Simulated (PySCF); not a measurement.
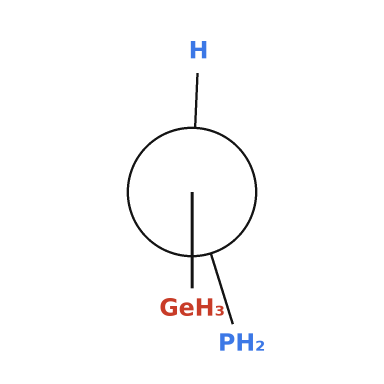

A Newman projection along the O–B bond, oxygen in front; angles are drawn as computed, but eclipsed bonds slightly apart. The geometry was computed by an optimisation with PBE0-D3(BJ)/def2-SVP. No frequency run is at hand to confirm it as a minimum.

### Which molecule is it?

BGeH6OP, PB[O][GeH3]

### What is the torsion angle from the front GeH3 to the back PH2? The sign is positive where the front bond must turn clockwise to cover the back bond.

−3°, synperiplanar (eclipsed).
